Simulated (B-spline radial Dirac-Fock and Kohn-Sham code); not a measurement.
Neutral bromine. The calculation used a Dirac–Hartree–Slater potential; 1 + βP₂(cos θ) + (δ + γ cos²θ) sin θ cos φ with E1 and E1–E2 terms (a B-spline radial code). Open shells are averaged over j.

Predict the main features of the following plot. Angular distribution of photoelectrons from M1 (3s) in the plane of the polarisation E (up) and the photon direction k (right), relative to an isotropic one.

At 1.49 keV, β = 1.998, γ = −0.063 and δ = 0.000. At 1.49 keV the emission 45° forward of E is 0.97 times that 45° backward, and the lobe peaks 0° from E.

The computed plot:

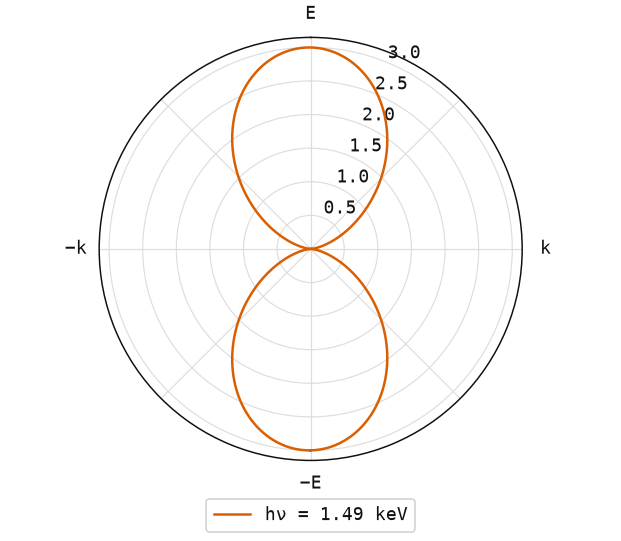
